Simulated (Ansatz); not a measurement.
**SiPH6ClO2: molecular dynamics (part 3 of 3)**

SiPH6ClO2; RKS CAM-B3LYP-D4/def2-SVP (Ansatz 0.2.0). It belongs to a series of runs on one base structure; here: dynamics from the highest image of the converged band.

Geometry of the input (Å):
```
Si 0.2792  0.2289  0.1138
H  -0.0208  -0.1672  1.7084
O  1.6979  -0.3499  -0.4886
H  1.5946  -1.2313  -0.8755
O  -0.7731  1.3207  -0.5276
H  -1.5454  0.8914  -0.9230
Cl -0.9074  -1.5374  -0.2874
P  1.5362  2.1202  1.2345
H  2.6592  1.8144  0.4304
H  0.8895  3.0223  0.3574
H  0.5401  0.6640  1.6855
```

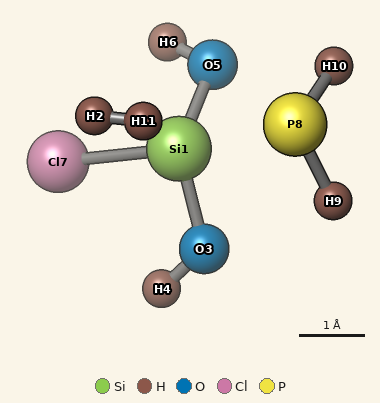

The geometry at step 25 of the log (ball-and-stick view, seen at a tilt; atoms are numbered from 1 in the order of the input).

**What the program printed, continued**
```
md step   195: t =    97.50 fs  T =  2197.0 K  F+E_penalty+E_count = -33870.55161109 eV  E_kin = 2.555867 eV  conserved = -33867.99574382 eV  (30 SCF iters, 3 dispersion substeps)
md step   196: t =    98.00 fs  T =  2194.6 K  F+E_penalty+E_count = -33870.54881794 eV  E_kin = 2.553055 eV  conserved = -33867.99576263 eV  (26 SCF iters, 3 dispersion substeps)
md step   197: t =    98.50 fs  T =  2195.4 K  F+E_penalty+E_count = -33870.54983847 eV  E_kin = 2.554009 eV  conserved = -33867.99582914 eV  (31 SCF iters, 3 dispersion substeps)
md step   198: t =    99.00 fs  T =  2198.7 K  F+E_penalty+E_count = -33870.55377149 eV  E_kin = 2.557868 eV  conserved = -33867.99590325 eV  (31 SCF iters, 3 dispersion substeps)
md step   199: t =    99.50 fs  T =  2203.7 K  F+E_penalty+E_count = -33870.55959297 eV  E_kin = 2.563629 eV  conserved = -33867.99596409 eV  (31 SCF iters, 3 dispersion substeps)
these checks for a lower state are left out or cut short: starts, cluster_reference, orbital_swaps, neighbouring_geometries, increment
1121 factors; integrals over basis functions are off by at most 1.0e-3 eV
402 factors; integrals over basis functions are off by at most 2.5e-5 eV
mean field -33870.33021567 eV, -1244.7116772916 hartree, gradient 2.7e-5 eV, S^2 0.000000; 0 other end points of the search recorded, 0 dependent functions left out
the calculation of the forces begins
reference -33870.33038261 eV, -1244.7116834263 hartree; 34, 34 occupied and 78, 78 virtual orbitals, 1121 factors
1121 factors; integrals over basis functions are off by at most 1.0e-3 eV
402 factors; integrals over basis functions are off by at most 2.5e-5 eV
mean field evaluation 1344: about -33870.3302 eV, gradient 1.2e-2 eV
mean field -33870.33021567 eV, -1244.7116772916 hartree, gradient 2.7e-5 eV, S^2 0.000000; 1 other end points of the search recorded, 0 dependent functions left out
the calculation of the forces begins
reference -33870.33038261 eV, -1244.7116834263 hartree; 34, 34 occupied and 78, 78 virtual orbitals, 1121 factors
md step   200: t =   100.00 fs  T =  2209.6 K  F+E_penalty+E_count = -33870.56649028 eV  E_kin = 2.570484 eV  conserved = -33867.99600653 eV  (26 SCF iters, 3 dispersion substeps)
```

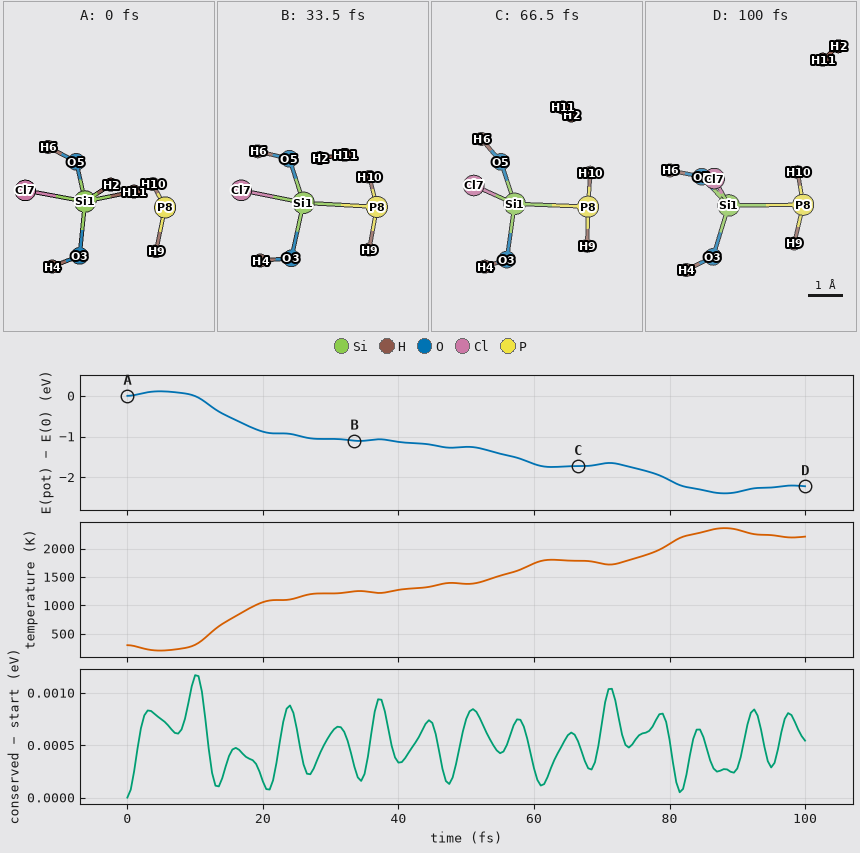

Frames of the molecular dynamics (ball-and-stick, seen at a tilt) above the curves, on which the letters mark them. The trajectory kept here has 201 frames over 100 fs. The temperature starts at 300 K, ranges from 205 to 2359 K and averages 1932 K over the second half. The potential energy ends 2.221 eV below its first value. The conserved quantity stays within 0.0012 eV. After an unweighted best fit of the last frame on the first, the root-mean-square displacement is 3.24 Å, and H2 has moved furthest (6.86 Å).

```
Total energy: -33870.56665722 eV, -1244.7203663582 hartree
Atom 0 at     0.440134     0.507248    -0.404458 Å, force    -0.894004    -1.857079     1.455951 eV/Å
Atom 1 at    -3.659823    -4.080917     7.739548 Å, force     0.036024     0.011712    -0.108526 eV/Å
Atom 2 at     1.698967    -0.038294    -1.259171 Å, force     0.952125    -0.600706    -0.405952 eV/Å
Atom 3 at     1.725178    -0.793887    -1.857907 Å, force    -0.164114     0.126453     0.172292 eV/Å
Atom 4 at    -0.535603     1.353215    -1.375572 Å, force    -0.991908     0.599001    -0.550224 eV/Å
Atom 5 at    -1.061848     1.010890    -2.119897 Å, force     0.403010     0.078021     0.581496 eV/Å
Atom 6 at    -0.683271    -1.189311     0.437572 Å, force     0.668239     1.046015    -0.840555 eV/Å
Atom 7 at     1.264052     1.562985     1.390242 Å, force     0.611587    -0.233658    -1.321522 eV/Å
Atom 8 at     2.331122     1.894505     0.418977 Å, force    -0.589958     0.234322     0.872501 eV/Å
Atom 9 at     0.410112     2.624301     1.034549 Å, force     0.004894     0.607450     0.036230 eV/Å
Atom 10 at    -3.418249    -3.999866     7.016933 Å, force    -0.035897    -0.011531     0.108308 eV/Å
Dipole moment:     0.041079     0.085945    -0.602306 e Å
```

**Trajectory as extended XYZ (Å, eV, eV/Å), 9 of the 201 frames kept, from step=0 to step=200**
```
11
Properties=species:S:1:pos:R:3:forces:R:3 step=0 time_fs=0.0 energy=-33868.34555 temperature=300.0
Si    0.2792    0.2289    0.1138   -0.0050   0.0004  -0.0074
H    -0.0208   -0.1672    1.7084    0.0029   0.0017  -0.0032
O     1.6979   -0.3499   -0.4886   -0.0031   0.0013   0.0034
H     1.5946   -1.2313   -0.8755   -0.0005   0.0003   0.0006
O    -0.7731    1.3207   -0.5276    0.0059  -0.0022   0.0022
H    -1.5454    0.8914   -0.9230    0.0005  -0.0015  -0.0003
Cl   -0.9074   -1.5374   -0.2874    0.0014   0.0036   0.0026
P     1.5362    2.1202    1.2345    0.0007   0.0012   0.0067
H     2.6592    1.8144    0.4304    0.0000  -0.0033  -0.0021
H     0.8895    3.0223    0.3574   -0.0041   0.0006  -0.0017
H     0.5401    0.6640    1.6855    0.0014  -0.0021  -0.0008
11
Properties=species:S:1:pos:R:3:forces:R:3 step=25 time_fs=12.5 energy=-33868.62181 temperature=537.7
Si    0.2922    0.2383    0.1198    0.9450   1.5600   0.5105
H    -0.2358   -0.2870    1.9796   -0.3078  -0.5046   0.2768
O     1.6365   -0.3787   -0.4875    1.7129  -0.8358  -0.4901
H     1.6525   -1.3131   -0.7280   -0.1259   0.0340  -0.2359
O    -0.7514    1.2899   -0.5113   -1.2903   0.5669  -0.4074
H    -1.5836    0.8536   -0.7298   -0.2170   0.1128  -0.4165
Cl   -0.8925   -1.5230   -0.3092   -0.1262   0.0538   0.7289
P     1.5476    2.1449    1.2208   -1.1875  -1.0302  -0.3461
H     2.5866    1.8498    0.3320    0.4279   0.1773  -0.3343
H     0.8019    3.0078    0.3548    0.3554  -0.0099   0.1267
H     0.2892    0.2967    1.9178   -0.1865  -0.1243   0.5874
11
Properties=species:S:1:pos:R:3:forces:R:3 step=50 time_fs=25.0 energy=-33869.31393 temperature=1133.0
Si    0.3458    0.3127    0.1375    0.1774   0.0202  -2.1233
H    -0.6854   -0.9103    2.5952    0.1868   0.3053  -0.0196
O     1.6972   -0.4588   -0.5159   -0.4728   0.6951   0.4070
H     1.5201   -1.3442   -0.8680   -0.0818   0.1907  -0.0271
O    -0.8294    1.2984   -0.5247    0.2415   0.1396   0.0578
H    -1.6378    0.9792   -0.9657    0.6248  -0.2313   0.2368
Cl   -0.8810   -1.5054   -0.3025    0.2409   0.4241   1.0373
P     1.5319    2.1179    1.1874   -1.4862  -0.1805   0.4407
H     2.5648    2.0929    0.2765    0.8878  -0.5709  -0.6308
H     0.8934    3.1230    0.3584   -0.1690  -0.5486   0.4925
H    -0.2871   -0.2554    2.6946   -0.1493  -0.2437   0.1287
11
Properties=species:S:1:pos:R:3:forces:R:3 step=75 time_fs=37.5 energy=-33869.41423 temperature=1219.4
Si    0.4111    0.3935    0.0631   -0.6141  -0.6020  -0.9997
H    -1.0757   -1.4217    3.1957   -0.0123  -0.0445  -0.1193
O     1.7286   -0.4846   -0.5221   -0.8654   1.0973  -0.2309
H     1.3527   -1.1973   -1.0621    0.3583  -0.2466   0.1059
O    -0.8708    1.3257   -0.5317    1.5582  -0.3546  -0.0546
H    -1.3616    0.7635   -1.1354   -0.6890  -0.0941  -0.1870
Cl   -0.8607   -1.4705   -0.2537    0.3746   0.6612   0.8856
P     1.4947    2.0548    1.1587   -1.6386  -0.2035   1.6343
H     2.5290    1.8725    0.2806    0.7471   0.1861  -1.0772
H     0.6287    3.0235    0.5095    0.7585  -0.4552  -0.0293
H    -0.9354   -0.9199    3.7497    0.0227   0.0559   0.0720
11
Properties=species:S:1:pos:R:3:forces:R:3 step=100 time_fs=50.0 energy=-33869.59899 temperature=1378.1
Si    0.4422    0.4383   -0.0642   -1.3990  -1.6784   0.8767
H    -1.4178   -1.7564    3.8996   -0.0870   0.0084   0.3016
O     1.7058   -0.4260   -0.5549    1.5538  -0.0595  -1.1963
H     1.5708   -1.2409   -1.0572   -0.1428   0.0576   0.1591
O    -0.8162    1.3133   -0.5789   -1.2091   0.3936  -1.7319
H    -1.4961    0.7776   -1.0538    0.5688   0.5596   0.5020
Cl   -0.8258   -1.4100   -0.1670    0.1697   0.3174   0.7333
P     1.4457    1.9615    1.1720   -0.7298   0.7772   0.0905
H     2.3237    1.9212    0.0941    0.9897  -0.0886  -0.2755
H     0.6776    2.9124    0.3694    0.1952  -0.2810   0.8718
H    -1.6121   -1.7366    4.6474    0.0904  -0.0063  -0.3313
11
Properties=species:S:1:pos:R:3:forces:R:3 step=125 time_fs=62.5 energy=-33870.09344 temperature=1802.7
Si    0.4111    0.4039   -0.1560   -0.1156  -0.2120   0.2230
H    -1.8258   -2.0755    4.8295   -0.1301  -0.1643   0.1460
O     1.7869   -0.3547   -0.6849   -0.1897   0.2442  -0.5066
H     1.6754   -1.2920   -0.8910   -0.0092   0.0539  -0.1950
O    -0.7964    1.3564   -0.7396    0.8386   0.7845  -0.4711
H    -1.6756    1.0144   -0.8508   -0.5699  -0.5290  -0.3563
Cl   -0.7830   -1.3359   -0.0486   -0.0170  -0.2351   0.7254
P     1.4048    1.8744    1.1887   -0.4766   0.4312   0.5809
H     2.4962    2.0009    0.2979    0.0058   0.0911  -0.1264
H     0.6103    3.0071    0.7286    0.5328  -0.6293   0.1292
H    -2.2176   -2.5654    5.2766    0.1310   0.1648  -0.1491
11
Properties=species:S:1:pos:R:3:forces:R:3 step=150 time_fs=75.0 energy=-33870.12610 temperature=1831.0
Si    0.3800    0.3683   -0.2383    1.6005   2.6872  -0.9400
H    -2.3614   -2.5582    5.8939    0.0367   0.0729   0.0133
O     1.8511   -0.2683   -0.8630   -1.9276   0.2037   0.1710
H     1.7889   -1.2303   -0.9780    0.1230   0.1993  -0.2314
O    -0.7695    1.4346   -0.9519    0.4824  -1.8607   0.3035
H    -1.6428    0.9867   -1.0008    0.6375   0.4299  -0.2813
Cl   -0.7435   -1.2741    0.1005   -0.5147  -0.8988   0.6049
P     1.3646    1.7834    1.2331   -0.1381  -0.0464   0.8753
H     2.5784    2.1035    0.5529   -0.4079  -0.1823  -0.2191
H     0.6585    3.0223    1.0420    0.1446  -0.5322  -0.2822
H    -2.6939   -3.2297    5.7631   -0.0364  -0.0726  -0.0140
11
Properties=species:S:1:pos:R:3:forces:R:3 step=175 time_fs=87.5 energy=-33870.73705 temperature=2355.9
Si    0.4143    0.4432   -0.3535   -0.2887  -0.3761   1.2824
H    -2.9985   -3.2460    6.9197   -0.0374  -0.2363  -0.3371
O     1.7677   -0.1542   -1.0369    0.2147   0.1881  -0.5295
H     1.9734   -1.0249   -1.3834   -0.3297  -0.1044  -0.0752
O    -0.6576    1.3975   -1.1475    0.6293   0.1676  -0.1583
H    -1.4543    1.0567   -1.5481   -0.3177  -0.3103  -0.2245
Cl   -0.7191   -1.2402    0.2723    0.3384   0.5092  -0.1695
P     1.3196    1.6730    1.3202    0.2598   0.3412  -0.8913
H     2.4038    2.0414    0.4111   -0.4255  -0.2829   0.5589
H     0.5925    2.8455    0.9432   -0.0807  -0.1325   0.2071
H    -3.0683   -3.6885    6.2872    0.0375   0.2364   0.3369
11
Properties=species:S:1:pos:R:3:forces:R:3 step=200 time_fs=100.0 energy=-33870.56649 temperature=2209.6
Si    0.4401    0.5072   -0.4045   -0.8940  -1.8571   1.4560
H    -3.6598   -4.0809    7.7395    0.0360   0.0117  -0.1085
O     1.6990   -0.0383   -1.2592    0.9521  -0.6007  -0.4060
H     1.7252   -0.7939   -1.8579   -0.1641   0.1265   0.1723
O    -0.5356    1.3532   -1.3756   -0.9919   0.5990  -0.5502
H    -1.0618    1.0109   -2.1199    0.4030   0.0780   0.5815
Cl   -0.6833   -1.1893    0.4376    0.6682   1.0460  -0.8406
P     1.2641    1.5630    1.3902    0.6116  -0.2337  -1.3215
H     2.3311    1.8945    0.4190   -0.5900   0.2343   0.8725
H     0.4101    2.6243    1.0345    0.0049   0.6074   0.0362
H    -3.4182   -3.9999    7.0169   -0.0359  -0.0115   0.1083
```

**Summary**

| quantity | value |
| --- | --- |
| outcome | finished |
| mean temperature over the second half | 1932 K |
| trajectory | 200 steps, 100 fs |
| ensemble | nve |
| temperature in the input | 300.0 K |
| time step | 0.5 fs |
| potential energy (last step) | −33870.5667 eV |
| mean-field energy (last step) | −33870.3304 eV |
| largest force (length of the vector) (last step) | 2.523 eV/Å |
| wall time | 2.6 min (CPU time 9.6 min) |
| peak memory | 0.36 GiB |

So short a trajectory is not equilibrated.
